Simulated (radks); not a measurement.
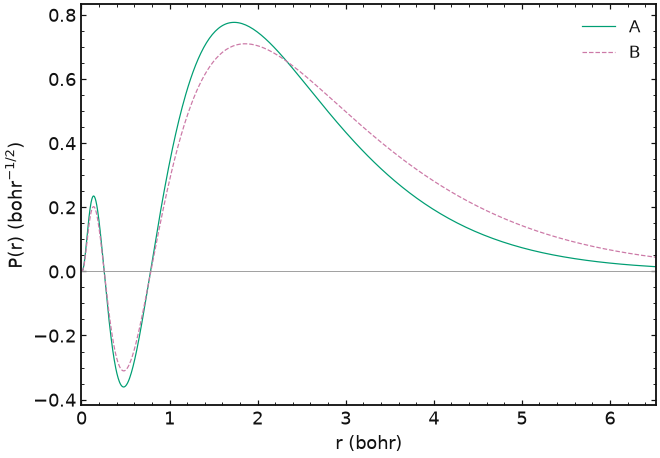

Two charge states of gadolinium were computed: Gd²⁺ in [Xe] 4f7 5d1 (high spin); Gd³⁺ in [Kr] 4d10 4f7 5s1 5p6 5d1 (high spin). Theory: scalar-relativistic Kohn-Sham, PBE, spin-polarised, spherical densities, finite nucleus (computed with the in-house radial solver radks).

The plot shows P(r) = r R(r) of the 5d up orbital in both runs (large components where relativistic).

Which curve belongs to which run?

A is Gd³⁺ in [Kr] 4d10 4f7 5s1 5p6 5d1 (high spin) (⟨r⟩ = 2.06 bohr, eigenvalue −27.3 eV); B is Gd²⁺ in [Xe] 4f7 5d1 (high spin) (⟨r⟩ = 2.33 bohr, eigenvalue −15.8 eV). Fewer electrons screen less, so the orbital shrinks.
